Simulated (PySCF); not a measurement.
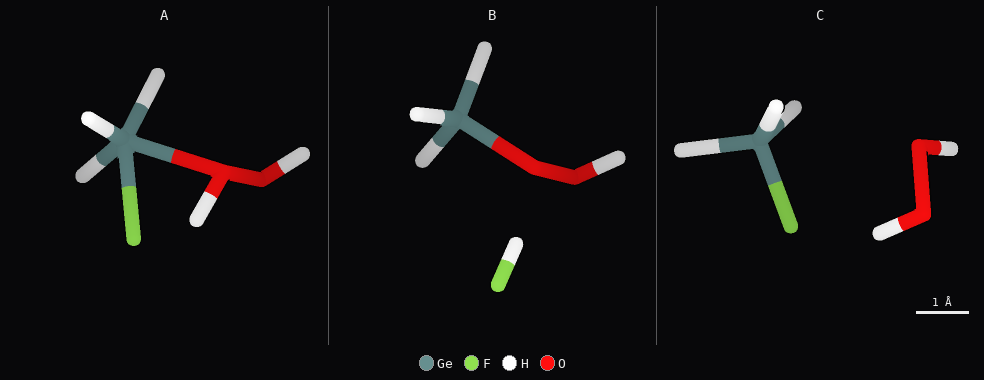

Three geometries of GeH$_{5}$O$_{2}$F: a saddle point and the two minima that it joins, in shuffled order. Style: stick. Shown at a tilt. Sticks join atoms that are closer than about 1.2 times the sum of their covalent radii (a little more with hydrogen).

Stationary points at PBE0-D4/def2-TZVP, single-point energies with PBE0-D4 (def2-TZVPP where no basis is named; PySCF 2.14.0). The energies are electronic, without zero-point or thermal terms, and both ends are the minima reached downhill from the saddle, with any fragments still in contact.

> Which frame is the transition state, what reaction does it lead through, and what barrier is to be expected?

Frame A is the saddle point. Counted by bonded pieces, C holds GeH₃F + H₂O₂ and B holds GeH₄O₂ + HF. From C over the saddle to B, bonds form: Ge–O (3.65 → 2.06 → 1.83 Å), F–H (1.86 → 1.29 → 0.94 Å). Bonds break: F–Ge (1.76 → 2.07 → 3.66 Å), H–O (0.97 → 1.09 → 1.66 Å). The saddle has one imaginary mode, 416i cm⁻¹. With PBE0-D4 the barrier is 1.14 eV from C and 0.90 eV from B, and B lies 0.24 eV above C.
